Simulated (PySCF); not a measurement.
# AlH5O2SSi ((OH)2Al-S-SiH3): the cost of one run

Computed with PySCF 2.14.0, with density-fitted response routines of our own, on a single molecule in the gas phase. Atoms are numbered from 0 throughout.

### Step 1. The molecule as given

10 atoms, charge 0, multiplicity 1; geometry from: GFN2-xTB. The atoms were then displaced at random by about 0.03 Å, so the start is not that level's minimum.

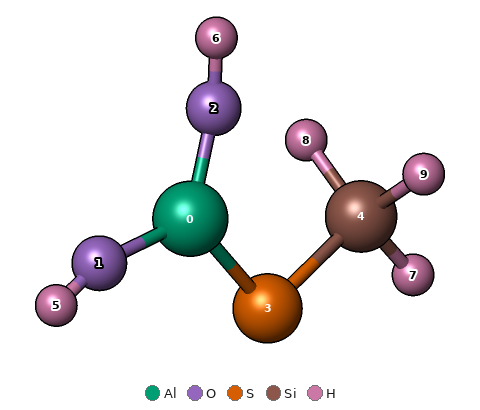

As it starts; aluminium teal, oxygen purple, sulfur orange, silicon brown, hydrogen pink, atoms numbered.

### Step 2. Relaxing the molecule at PBE0-D3(BJ)/def2-SVP

What the job is given:

```
{"job": {"xc": "PBE0", "basis": "def2-SVP", "d3": "d3bj", "grid": 1, "maxiter": 40, "shake": 0.03, "kind": "geom"}, "charge": 0, "multiplicity": 1}
Al    -0.692630     0.365490     1.001890
O     -1.958010     0.689140     2.088710
O      0.619000     1.247710     0.888610
S     -0.922410    -1.094310    -0.558500
Si     0.834660    -0.970960    -1.646110
H     -2.767830     0.637320     2.559300
H      1.360930     1.885230     1.168110
H      0.701090    -1.938110    -2.668600
H      1.000000     0.400440    -2.123120
H      1.949870    -1.298700    -0.705880
```

Launch:

```bash
$ OMP_NUM_THREADS=1 python probes_run.py task.json out
```

This one command runs all jobs of the session in turn.

Q: Estimate the wall time and peak memory of this first job on 1 thread of Intel Xeon Platinum 8488C, shared host.

About 56 s, with a peak of 0.43 GiB.
